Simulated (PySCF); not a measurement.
**C4H9Cl: one change and its effect**

System: C4H9Cl (Butane, 1-chloro-).
Method of run 1: GIAO B97-2/pcSseg-1 NMR shielding, non-relativistic, gas phase (PySCF 2.14.0).

The geometry comes from this level: PBE0-D3(BJ)/def2-SVP. Text and figures count atoms from 1; the logs count them from 0 in places.

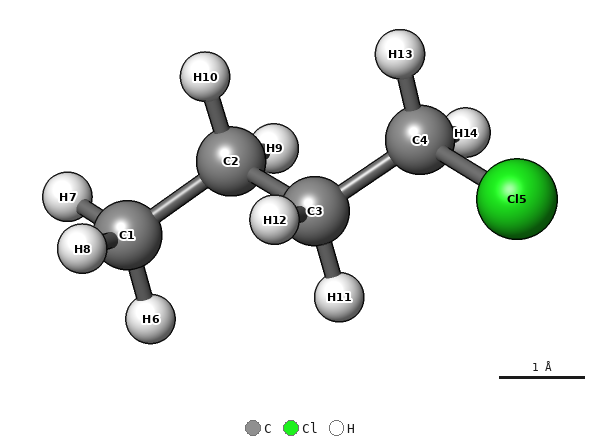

Figure 1. The structure as given in the input (ball-and-stick view, seen at a tilt; atoms are numbered from 1 in the order of the input). Bond lengths as drawn: C–C 1.51 to 1.52 Å, C–Cl 1.79 Å and C–H 1.10 Å.

### Input, run 1
```
{"job": {"kind": "nmr", "xc": "B97-2", "basis": "pcSseg-1", "pop": false}, "charge": 0, "multiplicity": 1}
C     -1.962884     0.003975    -0.280768
C     -0.487072    -0.024638    -0.645182
C      0.425657     0.049910     0.573235
C      1.889175    -0.043765     0.203764
Cl     2.945472     0.053112     1.645147
H     -2.233360    -0.854101     0.354608
H     -2.601069    -0.030111    -1.176421
H     -2.218454     0.919394     0.276379
H     -0.263393    -0.943869    -1.214927
H     -0.255896     0.813765    -1.325876
H      0.181541    -0.760879     1.280314
H      0.254316     0.994586     1.116390
H      2.188392     0.774543    -0.466572
H      2.118143    -0.995737    -0.296879
```

The first line tells a small driver script what to run in PySCF; the rest is the geometry in Å.

Command:
```bash
OMP_NUM_THREADS=1 python <driver script> task.json out
```

Hardware: 1 CPU thread, shared host.

### Output (run 1)
```
coarse grid: 11552 points
cycle   1  E = -617.9413366510  dE =  2.063e-01  |g| = 3.462e-01  |ddm| = 3.080e+00
cycle   2  E = -617.9374960545  dE =  3.841e-03  |g| = 3.854e-01  |ddm| = 7.050e-01
cycle   3  E = -617.9749280860  dE = -3.743e-02  |g| = 3.798e-02  |ddm| = 3.472e-01
cycle   4  E = -617.9752318094  dE = -3.037e-04  |g| = 1.574e-02  |ddm| = 4.856e-02
cycle   5  E = -617.9752851385  dE = -5.333e-05  |g| = 3.872e-03  |ddm| = 1.445e-02
cycle   6  E = -617.9752885759  dE = -3.437e-06  |g| = 1.449e-03  |ddm| = 5.478e-03
final grid: 104928 points
cycle   7  E = -617.9915961226  dE = -4.806e-05  |g| = 4.437e-03  |ddm| = 2.367e-02
cycle   8  E = -617.9915966906  dE = -5.681e-07  |g| = 3.047e-03  |ddm| = 6.115e-03
cycle   9  E = -617.9915983765  dE = -1.686e-06  |g| = 5.550e-04  |ddm| = 3.088e-03
cycle  10  E = -617.9915984506  dE = -7.409e-08  |g| = 1.583e-04  |ddm| = 5.880e-04
cycle  11  E = -617.9915984567  dE = -6.058e-09  |g| = 3.341e-05  |ddm| = 2.067e-04
cycle  12  E = -617.9915984569  dE = -2.535e-10  |g| = 1.330e-05  |ddm| = 4.265e-05
converged SCF energy = -617.9915984569

GIAO shielding tensors (ppm)
atom      isotropic    diamagn.    paramagn.     s11        s22        s33       span
  0 C      167.123     245.317     -78.194    156.148    160.748    184.473     28.326
  1 C      159.253     247.727     -88.473    149.097    157.627    171.036     21.940
  2 C      144.611     248.412    -103.801    119.223    140.872    173.738     54.515
  3 C      133.936     244.790    -110.854    102.623    132.297    166.888     64.266
  4 Cl     847.632    1145.338    -297.706    670.305    781.057   1091.534    421.229
  5 H       30.422      29.259       1.163     26.378     28.656     36.233      9.855
  6 H       30.151      27.942       2.209     25.687     27.404     37.363     11.676
  7 H       30.417      29.238       1.179     26.357     28.697     36.197      9.840
  8 H       30.341      31.568      -1.227     25.423     30.390     35.210      9.787
  9 H       30.276      31.497      -1.221     25.406     30.161     35.260      9.854
 10 H       29.940      31.393      -1.453     25.443     31.408     32.969      7.525
 11 H       29.889      31.330      -1.441     25.471     31.215     32.980      7.509
 12 H       28.171      28.805      -0.634     22.161     29.085     33.268     11.107
 13 H       28.178      28.822      -0.644     22.193     29.051     33.291     11.098
```

For run 2 the input was changed thus:
```diff
-"xc": "B97-2"
+"xc": "WP04"
```

Predict how the results change.

The total energies belong to different methods, so their difference says nothing on which is more stable or more accurate. The HOMO goes from −8.06 to −9.39 eV. The LUMO goes from 0.86 to −1.16 eV. Of all shieldings, the largest change is that of Cl5, by −37.9 ppm. The functional changes from B97-2 to WP04. Exact exchange removes part of the self-interaction error of semilocal functionals, which pushes filled and empty levels apart. The SCF takes 13 iterations against 12.

### Output (run 2)
```
coarse grid: 11552 points
cycle   1  E = -626.3350624250  dE =  1.299e-01  |g| = 5.994e-01  |ddm| = 3.188e+00
cycle   2  E = -626.3052350258  dE =  2.983e-02  |g| = 6.817e-01  |ddm| = 1.130e+00
cycle   3  E = -626.4229276647  dE = -1.177e-01  |g| = 7.491e-02  |ddm| = 6.118e-01
cycle   4  E = -626.4242070055  dE = -1.279e-03  |g| = 1.700e-02  |ddm| = 9.153e-02
cycle   5  E = -626.4242665033  dE = -5.950e-05  |g| = 4.558e-03  |ddm| = 1.905e-02
cycle   6  E = -626.4242708805  dE = -4.377e-06  |g| = 1.511e-03  |ddm| = 4.456e-03
final grid: 104928 points
cycle   7  E = -626.4654785015  dE = -4.812e-05  |g| = 8.074e-03  |ddm| = 2.909e-02
cycle   8  E = -626.4654652649  dE =  1.324e-05  |g| = 1.072e-02  |ddm| = 1.434e-02
cycle   9  E = -626.4654951306  dE = -2.987e-05  |g| = 8.299e-04  |ddm| = 8.992e-03
cycle  10  E = -626.4654952745  dE = -1.439e-07  |g| = 3.075e-04  |ddm| = 1.196e-03
cycle  11  E = -626.4654952965  dE = -2.199e-08  |g| = 7.160e-05  |ddm| = 2.675e-04
cycle  12  E = -626.4654952977  dE = -1.184e-09  |g| = 1.615e-05  |ddm| = 7.331e-05
cycle  13  E = -626.4654952977  dE = -5.991e-11  |g| = 4.276e-06  |ddm| = 1.560e-05
converged SCF energy = -626.4654952977

GIAO shielding tensors (ppm)
atom      isotropic    diamagn.    paramagn.     s11        s22        s33       span
  0 C      154.771     246.268     -91.498    144.163    148.360    171.790     27.628
  1 C      146.281     249.391    -103.110    135.522    144.541    158.779     23.257
  2 C      132.937     250.104    -117.167    107.932    129.254    161.624     53.692
  3 C      118.706     246.315    -127.609     85.107    116.571    154.438     69.331
  4 Cl     809.748    1148.703    -338.955    616.432    716.368   1096.445    480.013
  5 H       30.636      29.875       0.761     26.845     29.015     36.047      9.202
  6 H       30.419      27.981       2.438     26.335     27.792     37.129     10.794
  7 H       30.630      29.850       0.780     26.823     29.054     36.015      9.192
  8 H       30.564      32.369      -1.806     25.968     30.665     35.059      9.091
  9 H       30.506      32.276      -1.770     25.954     30.456     35.108      9.154
 10 H       30.133      32.235      -2.101     25.766     31.709     32.926      7.160
 11 H       30.092      32.148      -2.057     25.800     31.539     32.936      7.135
 12 H       28.427      29.316      -0.889     22.734     29.252     33.296     10.563
 13 H       28.433      29.348      -0.915     22.759     29.224     33.316     10.557
```

### The two runs side by side

| quantity | run 1 | run 2 |
| --- | --- | --- |
| outcome | converged | converged |
| total energy (hartree) | −617.991598 | −626.465495 |
| HOMO (eV) | −8.06 | −9.39 |
| LUMO (eV) | 0.86 | −1.16 |
| dipole moment (D) | 2.32 | 2.34 |
| shielding of C1 (ppm) | 167.1 | 154.8 |
| shielding of C2 (ppm) | 159.3 | 146.3 |
| shielding of C3 (ppm) | 144.6 | 132.9 |
| shielding of C4 (ppm) | 133.9 | 118.7 |
| shielding of Cl5 (ppm) | 847.6 | 809.7 |
| shielding of H7 (ppm) | 30.2 | 30.4 |
| shielding of H13 (ppm) | 28.2 | 28.4 |
| SCF iterations | 12 | 13 |
| basis functions | 137 | 137 |
| wall time (shared host) | 11 s | 12 s |
